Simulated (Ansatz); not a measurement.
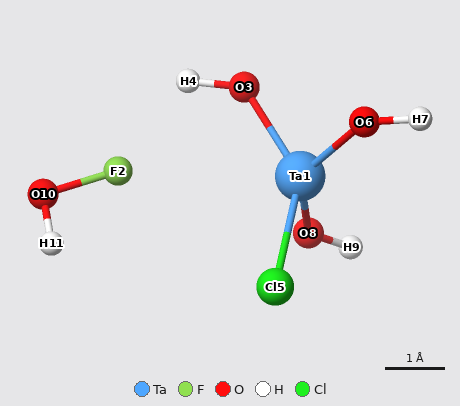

This is the input geometry for a relaxation of TaH4O4ClF (multiplicity 2). The picture is a ball-and-stick view, seen from a free direction.

The run prepares an end point of a later path (reaction) calculation, from a guessed geometry.

These are results of UKS PBE/def2-SVP (Ansatz), not measurements.

Input file:
```yaml
crystal:
  periodic: [false, false, false]
  atoms:
    - { symbol: Ta, position_ang: [-0.554249, 0.063882, 0.248794] }
    - { symbol: F, position_ang: [2.513243, -0.405055, 0.667226] }
    - { symbol: O, position_ang: [0.175916, 0.049246, 2.013463] }
    - { symbol: H, position_ang: [1.065642, -0.231179, 2.306924] }
    - { symbol: Cl, position_ang: [0.246113, 0.182692, -1.969981] }
    - { symbol: O, position_ang: [-1.296251, 1.824295, 0.320274] }
    - { symbol: H, position_ang: [-2.173302, 2.205576, 0.153344] }
    - { symbol: O, position_ang: [-1.110254, -1.764337, 0.135832] }
    - { symbol: H, position_ang: [-1.962715, -2.228414, 0.099799] }
    - { symbol: O, position_ang: [3.804275, -0.734632, 0.420258] }
    - { symbol: H, position_ang: [3.811782, -0.696374, -0.566932] }
magnetization:
  spin_polarized: true
  initial_magnetization: 1
basis:
  gaussian: { orbitals: def2-SVP }
hamiltonian:
  xc: pbe
relax:
  f_tol: 0.03
  max_steps: 50
```

Run as
```bash
ansatz run input.yaml --threads 4 --pin off --max-ram 5120MiB --backend cpu --events-out ev --progress --plain --runs-dir out
```

What does the optimiser find from here?

O10 moves most after the best rigid fit: 2.36 Å. Largest moves by element: O 2.36 Å, F 1.54 Å, H 1.28 Å, Ta 0.89 Å, Cl 0.48 Å. Among the contacts that change: Ta1–O10 4.434 → 2.121 Å, Cl5–O10 4.384 → 2.428 Å, Ta1–H11 4.506 → 2.607 Å, F2–O10 1.355 → 2.578 Å. New bonds form, among them: Ta1–F2 (3.13 → 1.94 Å), Ta1–O10 (4.43 → 2.12 Å). Bonds break, among them: F2–O10 (1.36 → 2.58 Å). Bond angles that change, for instance: O6–Ta1–O8 140.3° → 100.4°, O3–Ta1–Cl5 137.6° → 166.9°, Cl5–Ta1–O6 96.9° → 87.6°. Groups turn about Ta1–O8 by about 160°. Over 30 accepted moves (31 points after the start) the energy falls by 116.4 kcal/mol. Largest force component: 3.3 eV/Å at the start, 0.028 eV/Å at the end. The line search rejected the trial step at point 15 of the run.

Final geometry:

```xyz
11

Ta    0.2746   -0.0373    0.5431
F     1.8969    1.0044    0.7178
O     0.3701   -0.4070    2.4203
H     0.9485    0.0804    3.0354
Cl    0.7101    0.2660   -2.0436
O    -0.9631    1.4017    0.4217
H    -1.2729    1.9777   -0.2961
O    -0.8720   -1.5107    0.1616
H    -0.7873   -2.4071   -0.2013
O     1.6755   -1.2855   -0.4449
H     2.5396   -0.8169   -0.4849
```

After the run, drawn alike:

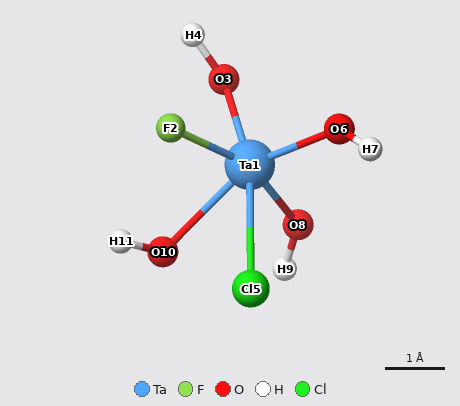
